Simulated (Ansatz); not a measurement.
```
CELL_PARAMETERS angstrom
5.23454 0.00000 0.00000
0.00000 5.23454 0.00000
0.00000 0.00000 5.23454
ATOMIC_POSITIONS crystal
Na 0.00000 0.00000 0.00000
Mg 0.50000 0.50000 0.50000
Br 0.50000 0.50000 0.00000
Br 0.50000 0.00000 0.50000
Br 0.00000 0.50000 0.50000
```

Space group Pm-3m; started from the cubic perovskite prototype, which need not be the ambient phase.

Method: Ansatz 0.2.0, DFT, r2SCAN+rVV10, plane waves, PAW.

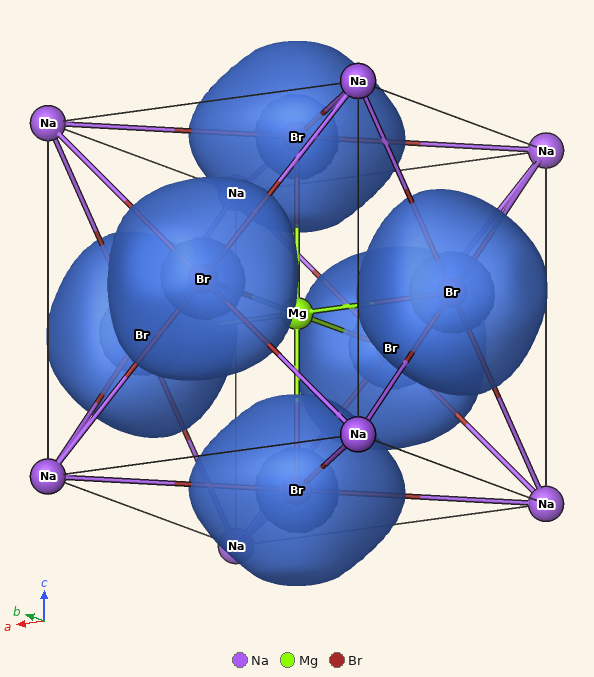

NaMgBr3. Isosurface of the ELF at 0.65 (blue), seen at an oblique angle. Core shells and regions of very low density are left out. Sticks mark near contacts.

Core electrons are frozen (PAW), and the valence fields are smoothed inside the atomic spheres.

Q: Identify the bonds, lone pairs and shells in this picture.

A: The surface consists of three regions wrapped around Br (the valence shell of each), counted in one cell of 5 atoms. Any copies at cell faces, edges or corners count once. Along the contacts the grid gives the following. Mg–Br (2.62 Å): the ELF is about 0.75 at the midpoint: a closed-shell, largely ionic contact. Na–Br (3.70 Å): the ELF is about 0.35 at the midpoint and 0 at its lowest between the atoms (a largely ionic contact).
